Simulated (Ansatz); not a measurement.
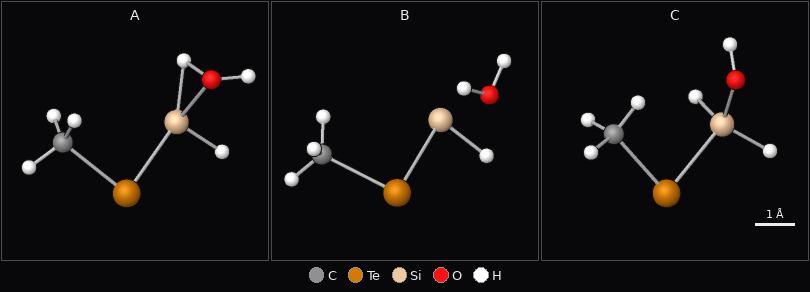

3 geometries from a converged minimum-energy path of CH₆OSiTe, shuffled. The picture is a ball-and-stick view, seen at a tilt.

The calculation used UKS revPBE-D4/def2-SVP in Ansatz 0.2.0. Settings: 5 movable images; climbing image; force threshold 0.03 eV/Å; iteration limit 60; starting path through a guess of the saddle point.

Which of them lies highest in energy?

A. In order along the path, whose images run from 0 to 6: C (image 0, 0.0 kJ/mol), A (image 3, +255.2 kJ/mol), B (image 5, +159.4 kJ/mol). A hydrogen atom shifts from one atom to another. Breaking: H–Si (1.51 → 2.47 Å). Forming: H–O (2.59 → 0.99 Å).

Cost: 6.3 min on 2 threads of Arm Neoverse V1 (shared host), peak memory 0.19 GiB.
